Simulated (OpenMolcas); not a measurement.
**Run report: Co²⁺ complex, multiconfigurational calculation**

System: Co²⁺ with 6 ligands (H2O; octahedron, 2.01 Å), with no charges around it.
Method: state-averaged SS-CASPT2, IPEA shift 0.25, imaginary shift 0.1 hartree, closed shells 3s 3p of the metal and the valence shells of the ligands correlated, active space 7 electrons in the shell 3d, basis ANO-RCC-VDZP on the metal and ANO-RCC-VDZP on the ligands, DKH2 scalar Hamiltonian, spin-orbit coupling by RASSI with atomic mean-field integrals (OpenMolcas).

## Input file
```
&GATEWAY
Coord
19

Co 0.0 0.0 0.0
O 2.010000 0.000000 0.000000
H 2.586978 0.779741 0.000000
H 2.586978 -0.779741 0.000000
O 0.000000 2.010000 0.000000
H 0.000000 2.586978 0.779741
H 0.000000 2.586978 -0.779741
O -2.010000 0.000000 0.000000
H -2.586978 0.779741 0.000000
H -2.586978 -0.779741 0.000000
O 0.000000 -2.010000 0.000000
H 0.000000 -2.586978 0.779741
H 0.000000 -2.586978 -0.779741
O 0.000000 0.000000 2.010000
H 0.779741 0.000000 2.586978
H -0.779741 0.000000 2.586978
O 0.000000 0.000000 -2.010000
H 0.779741 0.000000 -2.586978
H -0.779741 0.000000 -2.586978
Basis=Co.ANO-RCC-VDZP,H.ANO-RCC-VDZP,O.ANO-RCC-VDZP
Group=XYZ
NoMove
AngMom=0.0 0.0 0.0
AMFI
RICD
&SEWARD
&RASSCF
FileOrb=start.orb
Symmetry=1
Spin=4
nActEl=7 0 0
Inactive=18 21
Ras2=5 0
CIRoot=10 10 1
SDav=10
CIMx=300
Iter=150 100
PrWF=0.3
OrbListing=Nothing
MaxOrb=0
LevShft=1.0
>>> COPY $Project.JobIph JOB001
&RASSCF
FileOrb=start.orb
Symmetry=1
Spin=2
nActEl=7 0 0
Inactive=18 21
Ras2=5 0
CIRoot=40 40 1
SDav=40
CIMx=300
Iter=150 100
PrWF=0.3
OrbListing=Nothing
MaxOrb=0
LevShft=1.0
>>> COPY $Project.JobIph JOB002
&RASSI
NrOfJobIphs=2 10 40
1 2 3 4 5 6 7 8 9 10
1 2 3 4 5 6 7 8 9 10 11 12 13 14 15 16 17 18 19 20 21 22 23 24 25 26 27
28 29 30 31 32 33 34 35 36 37 38 39 40
IphNames
JOB001
JOB002
EJob
SpinOrbit
DIPRint=1.0
SOCoupling=1000.0
Subsets=2
Property=9
'ANGMOM' 1 'ANGMOM' 2 'ANGMOM' 3 'MLTPL  1' 1 'MLTPL  1' 2 'MLTPL  1' 3
'AMFI' 1 'AMFI' 2 'AMFI' 3
SOProperty=3
'ANGMOM' 1 'ANGMOM' 2 'ANGMOM' 3
>>> COPY JOB001 $Project.JobIph
&CASPT2
Multistate=10 1 2 3 4 5 6 7 8 9 10
NoMult
Frozen=5 6
IPEA=0.25
Imaginary=0.1
MaxIter=60
WThr=0.0 0.3 0.05
PrWF=0.5
NoMix
>>> COPY JOB002 $Project.JobIph
&CASPT2
Multistate=40 1 2 3 4 5 6 7 8 9 10 11 12 13 14 15 16 17 18 19 20 21 22
23 24 25 26 27 28 29 30 31 32 33 34 35 36 37 38 39 40
NoMult
Frozen=5 6
IPEA=0.25
Imaginary=0.1
MaxIter=60
WThr=0.0 0.3 0.05
PrWF=0.5
NoMix
```

The file start.orb holds starting orbitals from an earlier step. A driver script formed the levels outside the program, from RASSI's spin-orbit matrix and the CASPT2 energies (for multi-state variants, the effective Hamiltonian), averaged over the components of each term or state. The log and the time are those of the CASPT2 step.

Hardware: 1 thread of Arm Neoverse V1, 24 GiB of memory available, shared host.

Run as:
```bash
OMP_NUM_THREADS=1 MOLCAS_MEM=2457 MOLCAS_PROJECT=a pymolcas a.inp > a.log  # once for each step of the input, in one work folder
```

## Log (extracts)
```
--- CASPT2 ---
Orbital specifications:
      -----------------------

      Symmetry species                           1   2
                                                ag  au
      Frozen orbitals                            5   6
      Inactive orbitals                         13  15
      Active orbitals                            5   0
      Secondary orbitals                        64  70
      Deleted orbitals                           0   0
      Number of basis functions                 87  91
Type of calculation                        SS-CASPT2
      Fock operator                              state-specific
      IPEA shift                                 0.25
      Real shift                                 0.00
      Imaginary shift                            0.10
      The input orbitals will be transformed to quasi-canonical
Reference energy:       -1848.1308038688
      E2 (Non-variational):      -1.7483821258
      Shift correction:          -0.0012260512
      E2 (Variational):          -1.7496081770
      Total energy:           -1849.8804120458
      Residual norm:              0.0000004995
      Reference weight:           0.70520
      Contributions to the CASPT2 correlation energy
      Active & Virtual Only:         -0.1700698878
      One Inactive Excited:          -0.2329636341
      Two Inactive Excited:          -1.3453486039
Reference energy:       -1848.1308038688
      E2 (Non-variational):      -1.7480811024
      Shift correction:          -0.0012236797
      E2 (Variational):          -1.7493047820
      Total energy:           -1849.8801086508
      Residual norm:              0.0000004240
      Reference weight:           0.70530
      Contributions to the CASPT2 correlation energy
      Active & Virtual Only:         -0.1699009643
      One Inactive Excited:          -0.2329043741
      Two Inactive Excited:          -1.3452757640
::    CASPT2 Root  1     Total energy:  -1849.88041205
::    CASPT2 Root  2     Total energy:  -1849.88010865
::    CASPT2 Root  3     Total energy:  -1849.88010641
::    CASPT2 Root  4     Total energy:  -1849.83662858
::    CASPT2 Root  5     Total energy:  -1849.83660687
::    CASPT2 Root  6     Total energy:  -1849.83553289
::    CASPT2 Root  7     Total energy:  -1849.78628137
::    CASPT2 Root  8     Total energy:  -1849.77367822
::    CASPT2 Root  9     Total energy:  -1849.77550510
::    CASPT2 Root 10     Total energy:  -1849.77551291
--- CASPT2 ---
Orbital specifications:
      -----------------------

      Symmetry species                           1   2
                                                ag  au
      Frozen orbitals                            5   6
      Inactive orbitals                         13  15
      Active orbitals                            5   0
      Secondary orbitals                        64  70
      Deleted orbitals                           0   0
      Number of basis functions                 87  91
Type of calculation                        SS-CASPT2
      Fock operator                              state-specific
      IPEA shift                                 0.25
      Real shift                                 0.00
      Imaginary shift                            0.10
      The input orbitals will be transformed to quasi-canonical
Reference energy:       -1848.0692394796
      E2 (Non-variational):      -1.7617225095
      Shift correction:          -0.0012312254
      E2 (Variational):          -1.7629537349
      Total energy:           -1849.8321932145
      Residual norm:              0.0000002590
      Reference weight:           0.70385
      Contributions to the CASPT2 correlation energy
      Active & Virtual Only:         -0.1723311703
      One Inactive Excited:          -0.2376185713
      Two Inactive Excited:          -1.3517727679
Reference energy:       -1848.0692394796
      E2 (Non-variational):      -1.7616570340
      Shift correction:          -0.0012309818
      E2 (Variational):          -1.7628880158
      Total energy:           -1849.8321274954
      Residual norm:              0.0000002513
      Reference weight:           0.70387
      Contributions to the CASPT2 correlation energy
      Active & Virtual Only:         -0.1723291616
      One Inactive Excited:          -0.2375563878
      Two Inactive Excited:          -1.3517714847
::    CASPT2 Root  1     Total energy:  -1849.83219321
::    CASPT2 Root  2     Total energy:  -1849.83212750
::    CASPT2 Root  3     Total energy:  -1849.80122428
::    CASPT2 Root  4     Total energy:  -1849.80109833
::    CASPT2 Root  5     Total energy:  -1849.80115866
::    CASPT2 Root  6     Total energy:  -1849.79777575
::    CASPT2 Root  7     Total energy:  -1849.79790905
::    CASPT2 Root  8     Total energy:  -1849.79779442
::    CASPT2 Root  9     Total energy:  -1849.76966735
::    CASPT2 Root 10     Total energy:  -1849.78462363
::    CASPT2 Root 11     Total energy:  -1849.78465639
::    CASPT2 Root 12     Total energy:  -1849.78371999
::    CASPT2 Root 13     Total energy:  -1849.75504678
::    CASPT2 Root 14     Total energy:  -1849.75504183
::    CASPT2 Root 15     Total energy:  -1849.75503979
::    CASPT2 Root 16     Total energy:  -1849.74532482
::    CASPT2 Root 17     Total energy:  -1849.74617394
::    CASPT2 Root 18     Total energy:  -1849.74616122
::    CASPT2 Root 19     Total energy:  -1849.73995074
::    CASPT2 Root 20     Total energy:  -1849.74064411
::    CASPT2 Root 21     Total energy:  -1849.72406789
::    CASPT2 Root 22     Total energy:  -1849.72404272
::    CASPT2 Root 23     Total energy:  -1849.72405128
::    CASPT2 Root 24     Total energy:  -1849.71239046
::    CASPT2 Root 25     Total energy:  -1849.71230968
::    CASPT2 Root 26     Total energy:  -1849.71229583
::    CASPT2 Root 27     Total energy:  -1849.70941940
::    CASPT2 Root 28     Total energy:  -1849.70914912
::    CASPT2 Root 29     Total energy:  -1849.69045551
::    CASPT2 Root 30     Total energy:  -1849.69052979
```

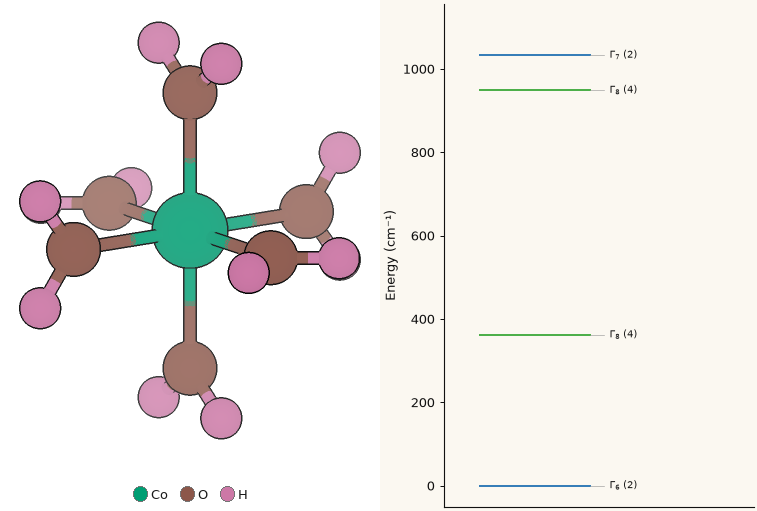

Co²⁺ (3d⁷) with 6 ligands, H₂O, at 2.01 Å (arrangement: octahedron, Th), and its levels. Labels give the representation in O, Td, D4 or D3 as the site allows (double group for half-integer spin) where it could be assigned and, in brackets, the degeneracy; spin-free states, where drawn, share the zero of the spin-orbit levels. The ground level is Γ₆, a Kramers doublet, 100 % from states of spin multiplicity 4. Its principal g values are 4.39, 4.39 and 4.39, isotropic. The next level lies at 362 cm⁻¹ (Γ₈).

## Summary

- outcome: converged; degenerate states are split by up to 403 cm⁻¹
- energy of the lowest spin-free term: −1849.88021 hartree
- energy of the lowest spin-orbit level: −1849.88328 hartree
- CASPT2 correlation energy: −1.7494 hartree
- largest spread among components of a term: 402.7 cm⁻¹
- lowest reference weight: 0.698
- wall time: 6.5 min
- peak memory: 0.18 GiB

## Remarks

The components of ⁴T1, which symmetry makes degenerate, are split by 403 cm⁻¹ in CASPT2, and those of 7 more by over 50 cm⁻¹. This is an artefact; the levels of such states rest on averages and are uncertain by about as much. Caveats: small active space favours high spin, ground spin may be wrong; with a single d shell and no ligand orbitals active, the ligand field and the g values of a late 3d ion can be well off; distances are set from ionic radii, not optimised.
